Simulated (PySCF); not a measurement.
C$_{8}$H$_{14}$Si

```xyz
23

Si   -0.0574    0.0377    0.0448
C    -0.0230    0.0095    1.9345
C     0.6414   -1.2199    2.5461
H    -1.0658    0.1017    2.2866
H     0.4936    0.9290    2.2626
H     0.6345   -1.1865    3.6470
H     0.1291   -2.1482    2.2471
H     1.6929   -1.3105    2.2293
C     1.7040   -0.0022   -0.6075
C     2.3543    1.0390   -1.1404
H     2.2496   -0.9540   -0.5330
H     1.8745    2.0176   -1.2556
H     3.3908    0.9627   -1.4887
C    -0.9457    1.5913   -0.5248
C    -1.0039    1.9927   -1.8008
H    -1.4600    2.2055    0.2273
H    -0.5133    1.4288   -2.6029
H    -1.5396    2.8988   -2.1075
C    -0.9432   -1.4927   -0.5888
C    -2.0922   -1.4850   -1.2749
H    -0.4878   -2.4703   -0.3746
H    -2.5999   -0.5480   -1.5310
H    -2.5757   -2.4076   -1.6165
```

Geometry: PBE0-D3(BJ)/def2-SVP.

The calculation used PySCF, PBE0/pcSseg-1, SCF density, gas phase, non-relativistic.

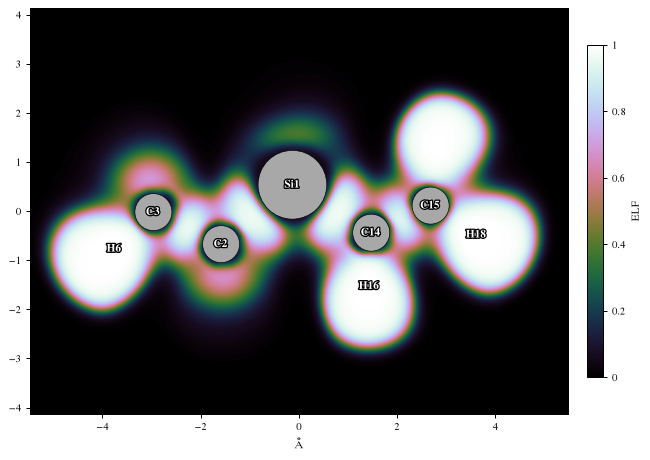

Figure 1. ELF on the plane of atoms C2, Si1 and C14. Grey discs cover the atomic cores.

> Interpret the plot.

- Atoms in the plane: Si, C and H.
- C–C (1.34 Å): the ELF peaks at about 0.95 between the atoms; a short, multiple covalent bond.
- C–Si (1.88 Å): the ELF peaks at about 0.95 between the atoms (a shared electron pair).
- C–H (1.10 Å): the ELF climbs to about 1 towards the hydrogen, as it does in any bond to H: an ordinary covalent bond to hydrogen.
- C–C (1.53 Å): the ELF peaks at about 0.95 between the atoms: a shared electron pair.

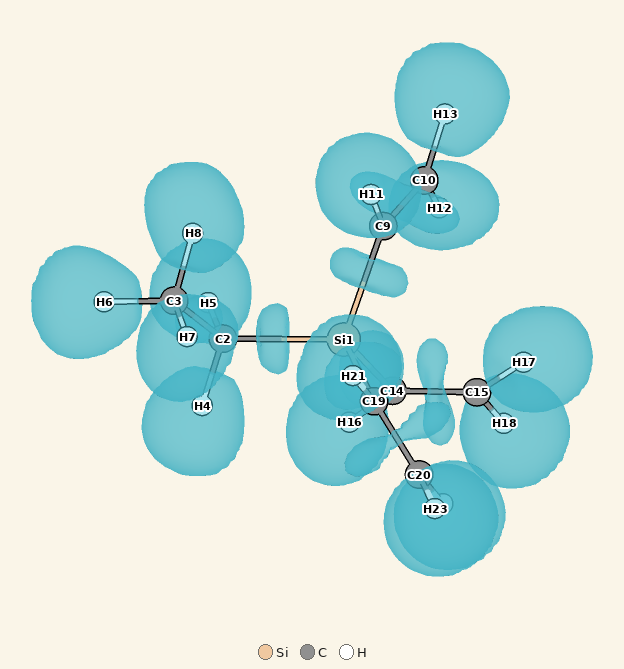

Figure 2. Isosurface of the ELF at 0.85 (cyan), seen at a tilt. Core shells and regions of very low density are left out.

> What do the ELF domains correspond to?

The ELF exceeds this value in four regions between bonded C–C atoms (shared pairs), four regions between bonded C–Si atoms (shared pairs) and 14 regions around hydrogen nuclei.

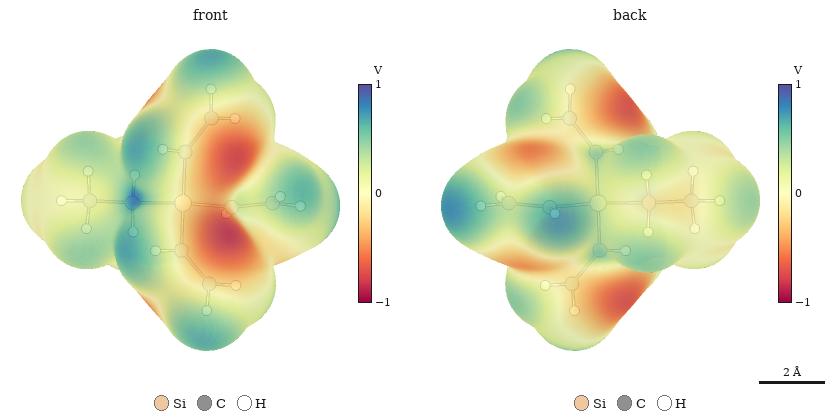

Figure 3. The electrostatic potential painted on the density surface at 0.002 e/bohr³, seen from the front and from behind; red is negative and blue positive.

> Describe the electrostatic potential map.

The most negative region (about −0.8 V) lies over the π face of C9, C10, C19 and C20, the most positive (about +0.8 V) over Si1, H16, H18 and H21.

> How polar is the molecule by this calculation?

Its dipole moment is 0.23 D.
